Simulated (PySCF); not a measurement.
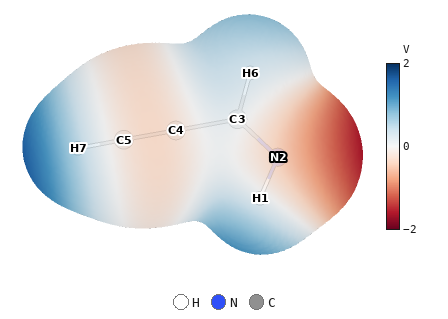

The picture shows: C$_{3}$H$_{3}$N (SMILES [H]/N=C\C#C). The molecular electrostatic potential painted on the density surface at 0.001 e/bohr³, seen across its widest extent; the colour scale runs from red (negative) to blue (positive).

Geometry: PBE0-D3(BJ)/def2-SVP.

Method: PySCF 2.14.0, PBE0/pcSseg-1, SCF density, gas phase, non-relativistic.

```xyz
7

H    -1.5771   -1.0892   -0.3404
N    -1.7568   -0.3473    0.3457
C    -0.6995    0.3355    0.5360
C     0.5730    0.1285   -0.0979
C     1.6487   -0.0396   -0.6333
H    -0.7439    1.1716    1.2533
H     2.5976   -0.1921   -1.1150
```

**Where is the surface potential most negative and most positive?**

The most negative region (about −1.6 V) lies over N2, the most positive (about +1.6 V) over H7. N2 is the likeliest acceptor of a hydrogen bond.
